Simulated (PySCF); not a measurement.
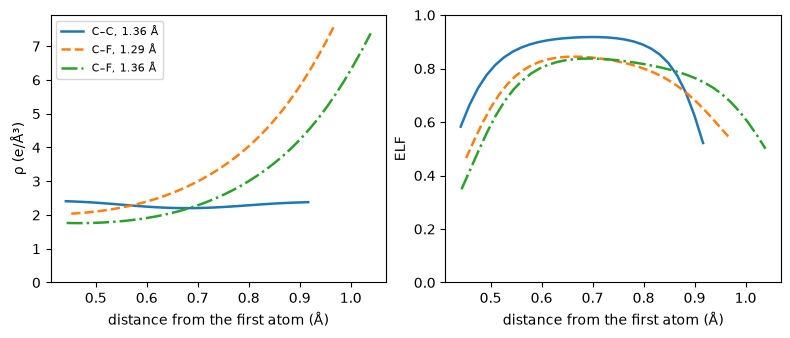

*C2F4 (tetrafluoroethene). Total electron density and ELF along straight lines between neighbouring atoms. The curves leave out the atomic cores.*

Geometry: GFN2-xTB, MD frame at 250 fs, 300 K.

The calculation used PySCF 2.14.0, PBE0/pcSseg-1, SCF density, gas phase, non-relativistic.

```yaml
atoms:
  - { symbol: F, position_ang: [-1.6057, -1.1656, 0.5796] }
  - { symbol: C, position_ang: [-0.8367, -0.4268, -0.1789] }
  - { symbol: F, position_ang: [-1.4816, 0.1493, -1.1581] }
  - { symbol: C, position_ang: [0.4560, -0.1273, 0.1100] }
  - { symbol: F, position_ang: [1.1087, -0.6074, 1.1155] }
  - { symbol: F, position_ang: [1.2355, 0.5663, -0.7667] }
```

Question: What can be read from the curves?

Answer: C–C (1.36 Å): ρ at the midpoint is about 2.2 e/Å³; the ELF peaks at about 0.90 between the atoms: localised, covalent bonding.
C–F (1.29 Å): ρ at the midpoint is about 2.6 e/Å³; the ELF peaks at about 0.85 between the atoms (a polar covalent bond).
C–F (1.36 Å): ρ at the midpoint is about 2.2 e/Å³, with its minimum of 1.8 e/Å³ about 0.5 Å from C; the ELF peaks at about 0.85 between the atoms, as expected for a polar covalent bond.
